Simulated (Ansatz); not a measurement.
# BMe2(CCH) (C4H7B): the relaxed shape and its frontier levels

Aim: characterise BMe2(CCH) (C4H7B) as a singlet: its structure, frontier levels and distribution of charge.

The runs use Ansatz 0.2.0, Gaussian basis; RKS PBE0-D4/def2-TZVP.

The runs, in order: relaxation at PBE0-D4/def2-SVP; a search for the lowest solution at PBE0-D4/def2-SVP; a single point at PBE0-D4/def2-TZVP.

### Step 1. Starting geometry

12 atoms, charge 0, spin multiplicity 1.

Atoms are counted from 1 here; the program's logs count them from 0.

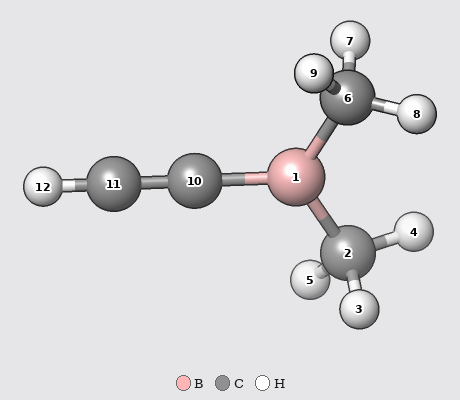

The starting geometry (boron pink, carbon grey, hydrogen white); atoms are numbered from 1 in the order of the file.

The start is a GFN2-xTB geometry.

### Step 2. Relaxation at PBE0-D4/def2-SVP

Contents of in.yaml:

```yaml
crystal:
  periodic: [false, false, false]
  atoms:
    - {symbol: B, position_ang: [0.027060, 0.047570, -0.001920]}
    - {symbol: C, position_ang: [1.604860, 0.023430, -0.006030]}
    - {symbol: H, position_ang: [1.950430, -0.050420, 1.026790]}
    - {symbol: H, position_ang: [2.048090, 0.926630, -0.419700]}
    - {symbol: H, position_ang: [2.019580, -0.836250, -0.528820]}
    - {symbol: C, position_ang: [-0.774590, 1.406790, -0.004160]}
    - {symbol: H, position_ang: [-1.017190, 1.662900, -1.036420]}
    - {symbol: H, position_ang: [-0.206820, 2.241520, 0.399910]}
    - {symbol: H, position_ang: [-1.722910, 1.345920, 0.524990]}
    - {symbol: C, position_ang: [-0.730600, -1.257370, 0.006310]}
    - {symbol: C, position_ang: [-1.334690, -2.300510, 0.015560]}
    - {symbol: H, position_ang: [-1.863210, -3.210200, 0.023490]}
basis:
  gaussian: {orbitals: def2-SVP}
hamiltonian: {xc: pbe0, dispersion: d4}
scf: {omitted_lower_state_checks: [starts]}
output: {orbitals: {seedname: orbitals}}
relax: {f_tol: 0.02, max_steps: 100}
```

Started as:

```
ansatz run in.yaml --threads 4 --pin off --events-out ev --progress --plain --max-ram 3916MiB
```

Output, shortened:

```text
Functional definition: PBE0
  name "PBE0"
  cite "Adamo & Barone, J. Chem. Phys. 110, 6158 (1999) doi:10.1063/1.478522"
  cite "Perdew, Burke & Ernzerhof, Phys. Rev. Lett. 77, 3865 (1996) doi:10.1103/PhysRevLett.77.3865"
  parent pbe
[...]
1209 factors; integrals over basis functions are off by at most 2.9e-4 eV
[...]
mean field -4927.21587571 eV, -181.0718436454 hartree, gradient 2.5e-5 eV, S^2 0.000000; 0 other end points of the search recorded, 0 dependent functions left out
[...]
reference -4927.21590366 eV, -181.0718446727 hartree; 18, 18 occupied and 87, 87 virtual orbitals, 1209 factors
relax step   1: F+E_penalty+E_count = -4927.39025251 eV  Δ(F+E_penalty+E_count) = +0.000e0 eV  max|allowed force component| = 8.569e-1 eV/Å  Δτ_max = 0.0000 Å  (25 SCF iters, accepted)
[...]
relax step   3: F+E_penalty+E_count = -4927.44882509 eV  Δ(F+E_penalty+E_count) = -4.963e-3 eV  max|allowed force component| = 5.579e-2 eV/Å  Δτ_max = 0.0119 Å  (32 SCF iters, accepted)
[...]
relax step   4: F+E_penalty+E_count = -4927.44925233 eV  Δ(F+E_penalty+E_count) = -4.272e-4 eV  max|allowed force component| = 1.327e-2 eV/Å  Δτ_max = 0.0170 Å  (26 SCF iters, accepted)
[...]
1209 factors; integrals over basis functions are off by at most 3.1e-4 eV
mean field -4927.27541524 eV, -181.0740316830 hartree, gradient 9.8e-6 eV, S^2 0.000000; 0 other end points of the search recorded, 0 dependent functions left out
[...]
reference -4927.27544318 eV, -181.0740327097 hartree; 18, 18 occupied and 87, 87 virtual orbitals, 1209 factors
Total energy: -4927.44928027 eV, -181.0804211050 hartree
Atom 0 at     0.034762     0.059925    -0.000648 Å, force     0.005135     0.009130    -0.000120 eV/Å
Atom 1 at     1.604033     0.033757    -0.030113 Å, force    -0.013271     0.001279    -0.003707 eV/Å
Atom 2 at     1.918637    -0.027921     1.030704 Å, force     0.007603    -0.001823     0.004646 eV/Å
Atom 3 at     2.050369     0.955291    -0.433278 Å, force     0.002845    -0.002595    -0.001027 eV/Å
Atom 4 at     2.032433    -0.846816    -0.529622 Å, force     0.007691    -0.004141     0.000131 eV/Å
Atom 5 at    -0.765234     1.410396     0.020428 Å, force     0.007467    -0.010913     0.003607 eV/Å
Atom 6 at    -0.981344     1.642862    -1.041347 Å, force    -0.005165     0.005361    -0.004544 eV/Å
Atom 7 at    -0.183443     2.258519     0.411824 Å, force    -0.003667     0.001115     0.000993 eV/Å
Atom 8 at    -1.739261     1.351109     0.526606 Å, force    -0.007414     0.004720    -0.000154 eV/Å
Atom 9 at    -0.735426    -1.266034     0.008061 Å, force     0.000174    -0.000535     0.000553 eV/Å
Atom 10 at    -1.347680    -2.320592     0.015452 Å, force    -0.001251    -0.000854    -0.000359 eV/Å
Atom 11 at    -1.887837    -3.250486     0.021934 Å, force    -0.000146    -0.000743    -0.000019 eV/Å
Dipole moment:     0.001326     0.002323     0.000092 e Å
Checks for a lower state left out: starts
```

Wall time 8 s (4 threads of Arm Neoverse V1, shared host).

The steps of the relaxation:

| step | energy from step 1 (eV) | largest force component (eV/Å) |
| --- | --- | --- |
| 1 | 0.0000 | 0.8569 |
| 2 | -0.0536 | 0.2957 |
| 3 | -0.0586 | 0.0558 |
| 4 | -0.0590 | 0.0133 |

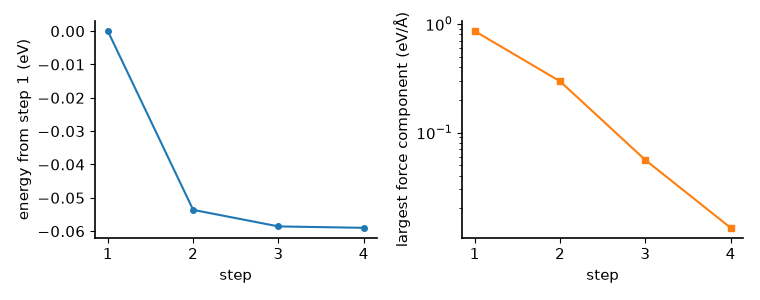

Energy and largest force along the relaxation.

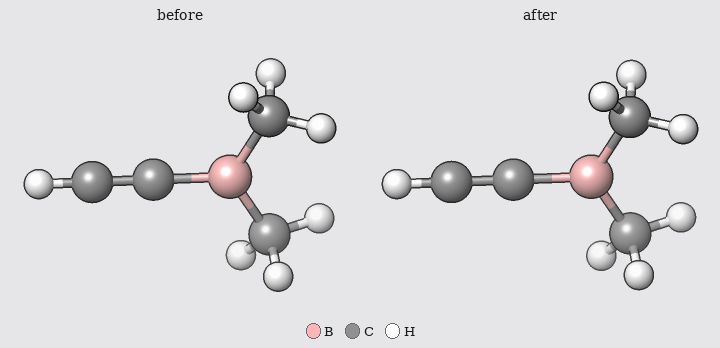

The geometry before (left) and after (right).

Close pairs (by a distance rule), those that changed most:

| bond | before (Å) | after (Å) | change (Å) |
| --- | --- | --- | --- |
| B1–C10 | 1.509 | 1.533 | +0.024 |
| C11–H12 | 1.052 | 1.075 | +0.023 |
| C6–H7 | 1.091 | 1.108 | +0.017 |
| C2–H3 | 1.092 | 1.108 | +0.017 |
| C10–C11 | 1.205 | 1.219 | +0.014 |
| C6–H8 | 1.087 | 1.100 | +0.013 |
| C2–H4 | 1.088 | 1.100 | +0.013 |
| C6–H9 | 1.088 | 1.099 | +0.012 |

Bonds by kind at the end (by distance):

| bond | count | shortest (Å) | longest (Å) |
| --- | --- | --- | --- |
| B–C | 3 | 1.533 | 1.570 |
| C–C | 1 | 1.219 | 1.219 |
| C–H | 7 | 1.075 | 1.108 |

### Step 3. Searching for the lowest solution, PBE0-D4/def2-SVP

start.molden holds the orbitals of an earlier run on this state, given as this run's starting guess.

Contents of in.yaml:

```yaml
crystal:
  periodic: [false, false, false]
  atoms:
    - {symbol: B, position_ang: [0.034762, 0.059925, -0.000648]}
    - {symbol: C, position_ang: [1.604033, 0.033757, -0.030113]}
    - {symbol: H, position_ang: [1.918637, -0.027921, 1.030704]}
    - {symbol: H, position_ang: [2.050369, 0.955291, -0.433278]}
    - {symbol: H, position_ang: [2.032433, -0.846816, -0.529622]}
    - {symbol: C, position_ang: [-0.765234, 1.410396, 0.020428]}
    - {symbol: H, position_ang: [-0.981344, 1.642862, -1.041347]}
    - {symbol: H, position_ang: [-0.183443, 2.258519, 0.411824]}
    - {symbol: H, position_ang: [-1.739261, 1.351109, 0.526606]}
    - {symbol: C, position_ang: [-0.735426, -1.266034, 0.008061]}
    - {symbol: C, position_ang: [-1.347680, -2.320592, 0.015452]}
    - {symbol: H, position_ang: [-1.887837, -3.250486, 0.021934]}
basis:
  gaussian: {orbitals: def2-SVP, initial_orbitals: start.molden}
hamiltonian: {xc: pbe0, dispersion: d4}
output: {orbitals: {seedname: orbitals}}
```

Same command.

Output:

```text
Functional definition: PBE0
  name "PBE0"
  cite "Adamo & Barone, J. Chem. Phys. 110, 6158 (1999) doi:10.1063/1.478522"
  cite "Perdew, Burke & Ernzerhof, Phys. Rev. Lett. 77, 3865 (1996) doi:10.1103/PhysRevLett.77.3865"
  parent pbe
  parameter a = 0.25
  parameter kappa = 0.804
  parameter beta = 0.06672455060314922
  exchange = (1 - a)*pbe_x(kappa = kappa, mu = beta*pi^2/3) + a*exact_x
  correlation = pbe_c(beta = beta)
1192 factors; their error is unknown
mean field evaluation 1: about -4927.2780 eV, gradient 1.3e-1 eV
mean field evaluation 2: about -4927.2753 eV, gradient 3.2e-4 eV
mean field evaluation 4: about -4927.2753 eV, gradient 1.9e-5 eV
mean field evaluation 8: about -4927.2616 eV, gradient 2.7e0 eV
mean field evaluation 16: about -4927.2753 eV, gradient 5.1e-4 eV
mean field -4927.27531217 eV, -181.0740278952 hartree, gradient 1.9e-5 eV, S^2 0.000000; 1 other end points of the search recorded, 0 dependent functions left out
reference -4927.27534009 eV, -181.0740289212 hartree; 18, 18 occupied and 87, 87 virtual orbitals, 1192 factors
Total energy: -4927.44917718 eV, -181.0804173164 hartree
```

Wall time 1.4 s (4 threads of Arm Neoverse V1, shared host).

From the report: HOMO -7.66 eV, LUMO -1.33 eV.

### Step 4. Single point, PBE0-D4/def2-TZVP

Edit in.yaml of step 3 so:

```diff
@@ -16,4 +16,5 @@
 basis:
-  gaussian: {orbitals: def2-SVP, initial_orbitals: start.molden}
+  gaussian: {orbitals: def2-TZVP, initial_orbitals: start.molden}
 hamiltonian: {xc: pbe0, dispersion: d4}
-output: {orbitals: {seedname: orbitals}}
+scf: {omitted_lower_state_checks: [starts]}
+output: {forces: true, orbitals: {seedname: orbitals}}
```

The command is unchanged.

Output, shortened:

```text
Functional definition: PBE0
  name "PBE0"
  cite "Adamo & Barone, J. Chem. Phys. 110, 6158 (1999) doi:10.1063/1.478522"
  cite "Perdew, Burke & Ernzerhof, Phys. Rev. Lett. 77, 3865 (1996) doi:10.1103/PhysRevLett.77.3865"
  parent pbe
[...]
1197 factors; their error is unknown
[...]
mean field -4932.57031811 eV, -181.2686157744 hartree, gradient 1.4e-5 eV, S^2 0.000000; 0 other end points of the search recorded, 0 dependent functions left out
[...]
reference -4932.57035070 eV, -181.2686169719 hartree; 18, 18 occupied and 179, 179 virtual orbitals, 1197 factors
Total energy: -4932.74418779 eV, -181.2750053671 hartree
Atom 0 at     0.034762     0.059925    -0.000648 Å, force    -0.020770    -0.035569     0.000228 eV/Å
Atom 1 at     1.604033     0.033757    -0.030113 Å, force     0.072782    -0.020412     0.035289 eV/Å
Atom 2 at     1.918637    -0.027921     1.030704 Å, force    -0.036628     0.011293    -0.229224 eV/Å
Atom 3 at     2.050369     0.955291    -0.433278 Å, force    -0.107130    -0.232502     0.092899 eV/Å
Atom 4 at     2.032433    -0.846816    -0.529622 Å, force    -0.096147     0.222912     0.122335 eV/Å
Atom 5 at    -0.765234     1.410396     0.020428 Å, force    -0.054292     0.052701    -0.035564 eV/Å
Atom 6 at    -0.981344     1.642862    -1.041347 Å, force     0.029619    -0.024304     0.229400 eV/Å
Atom 7 at    -0.183443     2.258519     0.411824 Å, force    -0.149442    -0.209208    -0.090004 eV/Å
Atom 8 at    -1.739261     1.351109     0.526606 Å, force     0.240467     0.025834    -0.124102 eV/Å
Atom 9 at    -0.735426    -1.266034     0.008061 Å, force    -0.441447    -0.761137     0.005864 eV/Å
Atom 10 at    -1.347680    -2.320592     0.015452 Å, force     0.375264     0.647637    -0.004839 eV/Å
Atom 11 at    -1.887837    -3.250486     0.021934 Å, force     0.187723     0.322755    -0.002282 eV/Å
Dipole moment:    -0.000138    -0.000199     0.000101 e Å
Checks for a lower state left out: starts
```

Wall time 3.2 s (4 threads of Arm Neoverse V1, shared host).

Report: HOMO -7.74 eV, LUMO -1.43 eV.

Mulliken charges, from this run's orbitals:

| atom | value (e) |
| --- | --- |
| B1 | 0.12 |
| C2 | -0.43 |
| H3 | 0.15 |
| H4 | 0.13 |
| H5 | 0.14 |
| C6 | -0.43 |
| H7 | 0.15 |
| H8 | 0.13 |
| H9 | 0.14 |
| C10 | 0.00 |
| C11 | -0.29 |
| H12 | 0.18 |

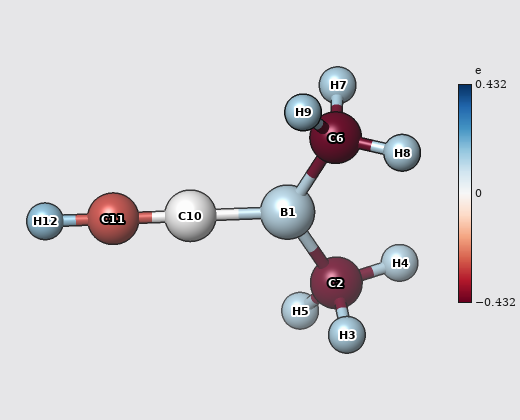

Mulliken charges, from this run's orbitals, as colours on the atoms.

Largest Mayer bond orders: C10–C11 2.77; B1–C10 1.09; B1–C2 1.07; B1–C6 1.07; C11–H12 0.98; C2–H4 0.95; C6–H8 0.95; C2–H5 0.95; C6–H9 0.95; C2–H3 0.92.

Orbitals, density, ELF and potential are computed afterwards from the orbital file.

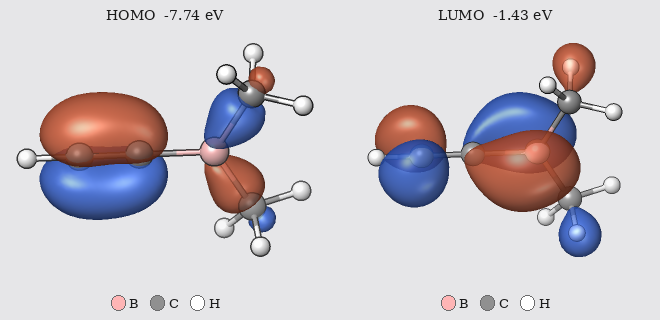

PBE0-D4/def2-TZVP orbitals near the gap, drawn at the value that encloses 70 % of each; the two colours are the two signs.

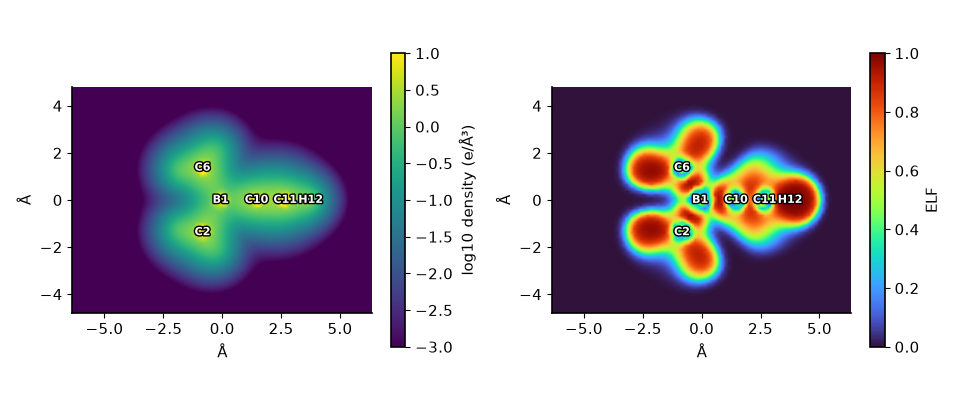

Density (left) and ELF (right) in a plane through or near 6 of the atoms.

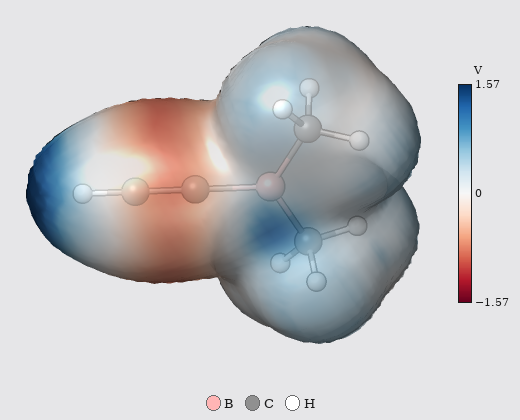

The potential that a unit positive charge feels on the 0.002 e/bohr³ surface, from -0.84 V near C11 to 1.57 V near H12.

### Step 5. Summary of results

```
                       quantity                          value
                    point group                             C2
 commonest bond, hydrogen aside  B–C, 3 of mean length 1.558 Å
HOMO, LUMO at PBE0-D4/def2-TZVP                -7.74, -1.43 eV
     dipole at PBE0-D4/def2-SVP                         0.01 D
```

**Reading.** The molecule keeps its bonding pattern by the stored test; the atoms moved 0.03 Å (rms). No usable vibrations, so a minimum isn't proven. The HOMO lies nearest to C11 42 %; C10 32 % and the LUMO to B1 42 %; C11 22 %. The point group is read from a loosely relaxed geometry; soft torsions can leave it below the true symmetry.
